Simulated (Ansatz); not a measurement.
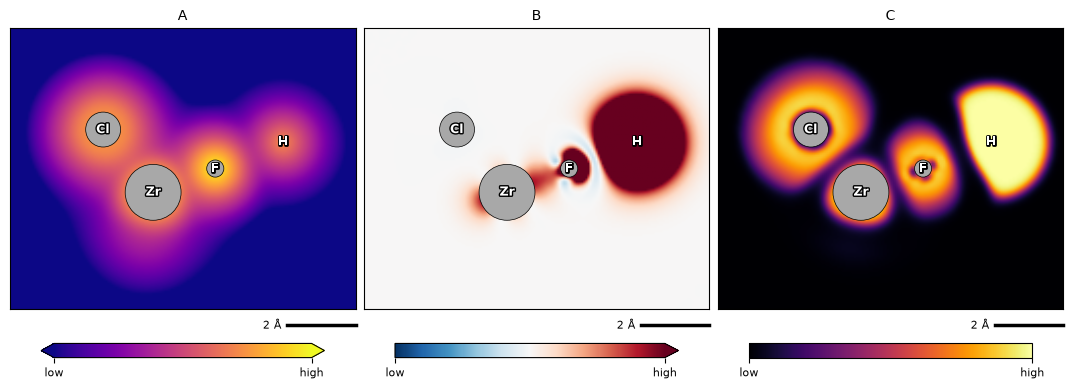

Cl3FZr···H (doublet): 3 fields on the plane of atoms F2, Zr1 and Cl5, with unlabelled colour scales. Grey discs cover the atomic cores.

Core potentials replace the inner electrons of Zr; not at a stationary point (largest force 1.3 eV/Å).

Level of theory: Ansatz 0.2.0, UKS PBE/def2-SVP.

```json
{"atom": "Zr", "x (Å)": "0.0020", "y (Å)": "0.0000", "z (Å)": "-0.1212"}
{"atom": "F", "x (Å)": "0.0051", "y (Å)": "0.0000", "z (Å)": "1.8198"}
{"atom": "Cl", "x (Å)": "2.2320", "y (Å)": "0.0000", "z (Å)": "-0.8322"}
{"atom": "Cl", "x (Å)": "-1.1152", "y (Å)": "1.9319", "z (Å)": "-0.8267"}
{"atom": "Cl", "x (Å)": "-1.1152", "y (Å)": "-1.9319", "z (Å)": "-0.8267"}
{"atom": "H", "x (Å)": "-0.0060", "y (Å)": "0.0000", "z (Å)": "3.9493"}
```

Question: Which field does each panel show? The fields are: electron density, electron localisation function and spin density.

Answer: Panel A: electron density. Panel B: spin density (confined to the atoms that carry the unpaired spin). Panel C: electron localisation function. From the grid: F2···H6 (2.13 Å): the density falls to about 0.13 e/Å³ on the way; the ELF dips to about 0.05 between them. Zr–F (1.94 Å): ρ at the midpoint is about 0.86 e/Å³; the ELF peaks at about 0.85 in the valence shell of F, 0.6 Å from its nucleus, and drops to about 0.25 between the two atoms.
